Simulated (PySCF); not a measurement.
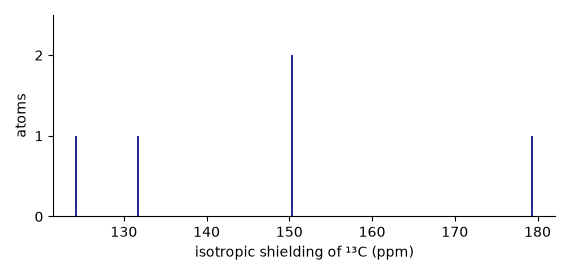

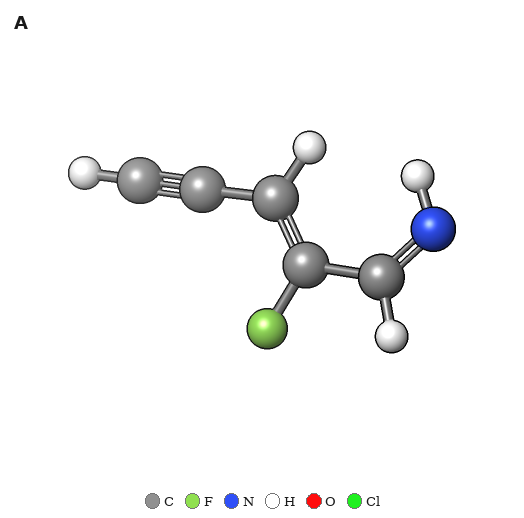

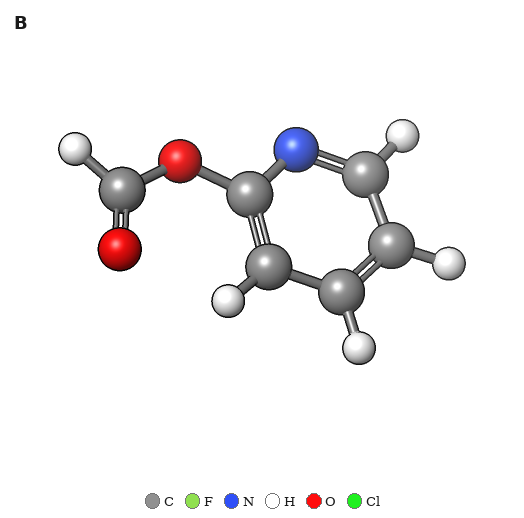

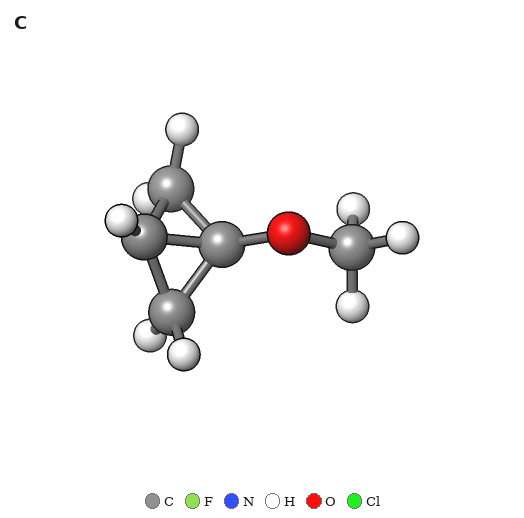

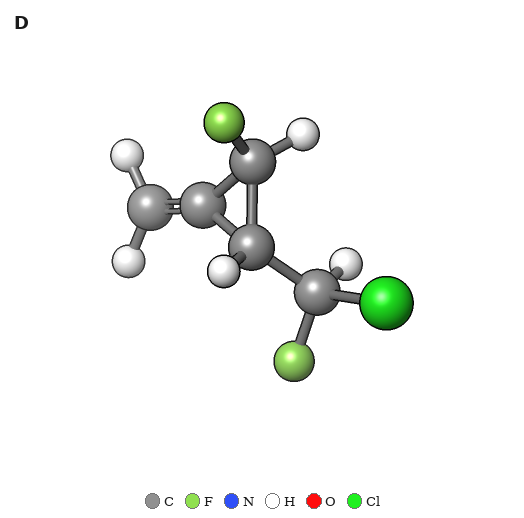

The sticks are computed shieldings of one of the molecules, for one fixed geometry (PBE0-D3(BJ)/def2-SVP) without averaging over rotations. Low shielding means a high chemical shift. Method: GIAO PBE0/pcSseg-1 NMR shielding, non-relativistic, IEF-PCM cyclohexane (PySCF 2.14.0).

Which molecule gives this pattern?

Answer. C, `CO[C@]12C[C@H]1C2`. Its 5 C atoms give lines at 124.2, 131.7, 150.3 (2 atoms), 179.4 ppm.
